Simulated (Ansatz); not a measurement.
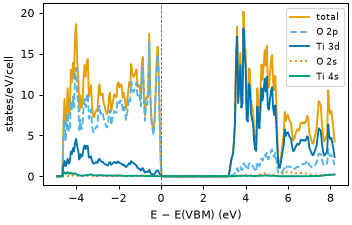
Total and projected density of states of TiO2 in space group C2/m (No. 12; Pearson symbol mS24), DFT-r²SCAN in the program Ansatz with PAW potentials

Task: Which orbitals carry the states next to the gap?

Result: Top 1 eV of the valence band: O 2p 93 %, Ti 3d 5 %. Bottom 1 eV of the conduction band: Ti 3d 90 %, O 2p 8 %. Projections are on Löwdin-orthogonalised atomic valence shells; empty p or d shells of many metals are not among them.

Task: Where is the tallest occupied peak in this window, and what makes it?

Result: Near -4.0 eV, about 19 states/eV per cell; the largest projected share is O 2p.

The workflow started from a Materials Project entry (that database holds measured and hypothetical structures alike); the Crystallography Open Database copy checked does not list it. It is not the phase usual at ambient conditions (space group No. 61, 136, 141). The r²SCAN relaxation kept the symmetry of its start; its stability against distortions is not shown here. No spin polarisation was allowed.

Potentials: the later of the program's two PAW sets.
